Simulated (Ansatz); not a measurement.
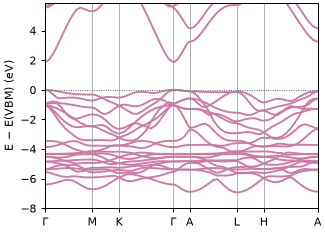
*Band structure from the program Ansatz at the PBEsol level (PAW)*

**Question.** Read off the gap and where the band edges lie.

**Answer.** About 1.9 eV (1.88 eV by a search for the band edges); maximum at Γ, minimum at Γ.

The material is MgZn$_{2}$O$_{3}$ in space group P-3m1 (No. 164; Mg on 1a, Zn on 2d, O on 2d, O on 1b).

The first step of the workflow began from a Materials Project structure, measured or hypothetical; the Crystallography Open Database copy checked does not list it. With Mg and Zn taken as one species the cell has the higher symmetry Fm-3m, so it may be an ordered model of a mixed-site phase. Its standing as an ambient phase is unchecked. Symmetry was held in the PBEsol relaxation; of distortions, only those at the zone centre were tested.

Potentials: the later of the program's two PAW sets.
